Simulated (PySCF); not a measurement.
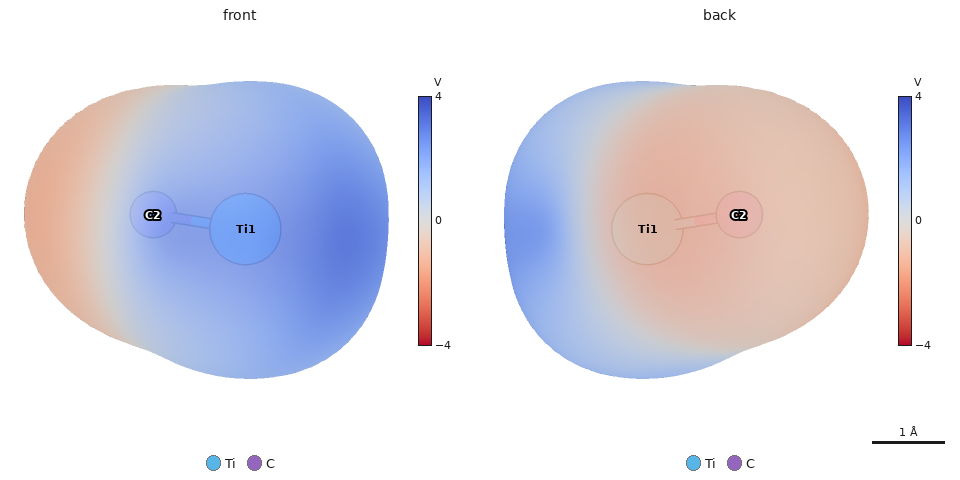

The picture shows: TiC (quintet). The molecular electrostatic potential painted on the density surface at 0.002 e/bohr³, seen from the front and from behind; the colour scale runs from red (negative) to blue (positive).

Method: PBE0/def2-TZVPPD, non-relativistic Hamiltonian with scalar-relativistic core potentials where named, at a bond length of 1.810 Å in PySCF.

Where is the surface potential most negative and most positive?

The most negative region (about −1.3 V, or −30 kcal/mol for a unit charge) lies over C2, the most positive (about +3.1 V, or +71 kcal/mol for a unit charge) over Ti1.
